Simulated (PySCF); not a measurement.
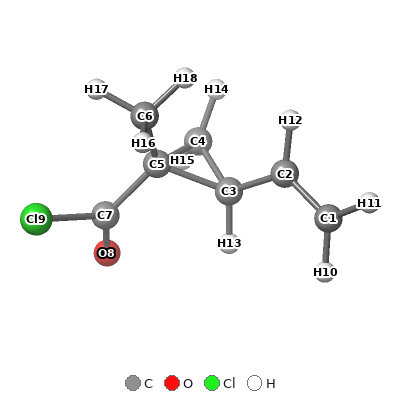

Structure of C₇H₉ClO, SMILES C=C[C@@H]1C[C@@]1(C)C(=O)Cl.

GIAO shifts, mPW1PW91/pcSseg-1 in PySCF, at a PBE0-D3(BJ)/def2-SVP geometry (no frequency check), against TMS for ¹³C computed at the same level. Gas phase, fully decoupled, line heights follow the number of nuclei, widths are arbitrary (no quadrupolar broadening); values of one conformer, averaged over methyl-type rotors and exact or near symmetry; other conformers aren't averaged in.

Question: Which ¹³C signals does it give?

Answer: 7 signals.


| δ (ppm) | nuclei | atoms |
| --- | --- | --- |
| 186.7 | 1 | C7 |
| 144.3 | 1 | C2 |
| 127.9 | 1 | C1 |
| 41.4 | 1 | C3 |
| 35.3 | 1 | C5 |
| 30.4 | 1 | C4 |
| 18.9 | 1 | C6 |

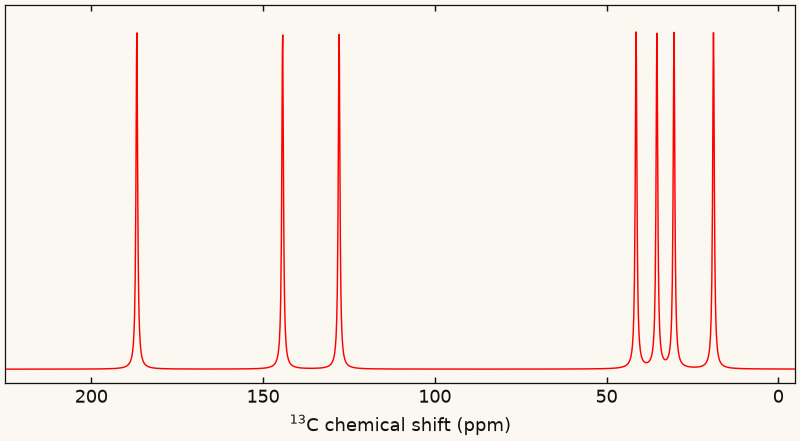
